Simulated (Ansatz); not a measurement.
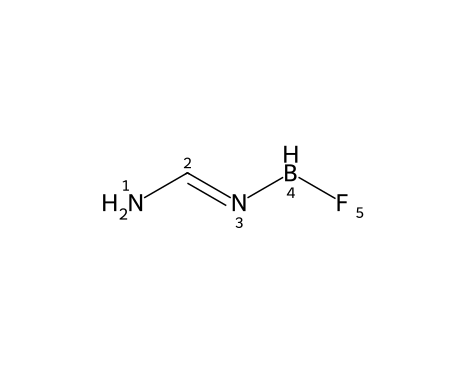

Skeletal drawing with numbered atoms; wedges and dashes mark any stereocentres. The configuration is that of a computed structure (PBE-D4/def2-SVP).

Assign CIP descriptors.

C2=N3: E.

Give a SMILES with the stereochemistry.

N/C=N/BF
